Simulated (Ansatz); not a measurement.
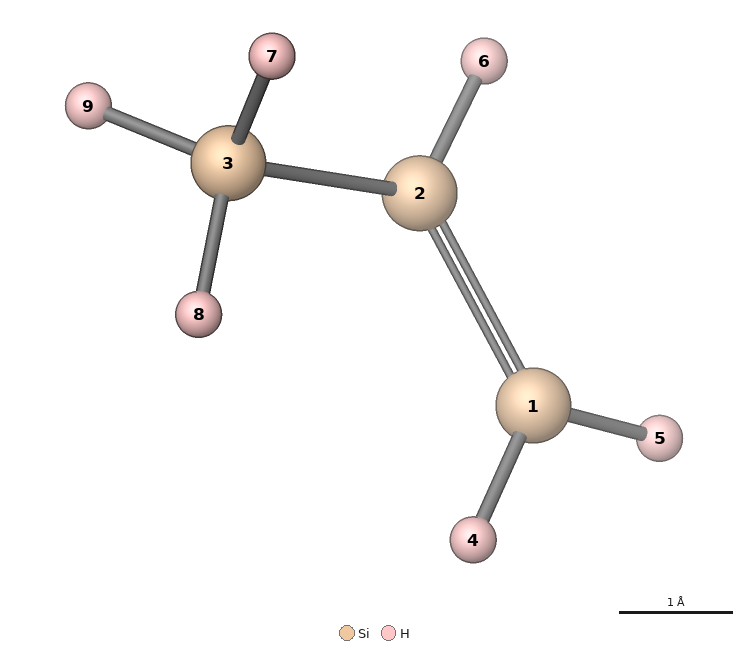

Orthographic view. Depth is shown by fading: the farther an atom, the more it takes the colour of the background. The geometry was computed by an optimisation with PBE0-D4/def2-TZVP. No frequency run is at hand to confirm it as a minimum.

Write the connection table.

Si1: Si2, H4, H5
Si2: Si1, Si3, H6
Si3: Si2, H7, H8, H9
H4: Si1
H5: Si1
H6: Si2
H7: Si3
H8: Si3
H9: Si3
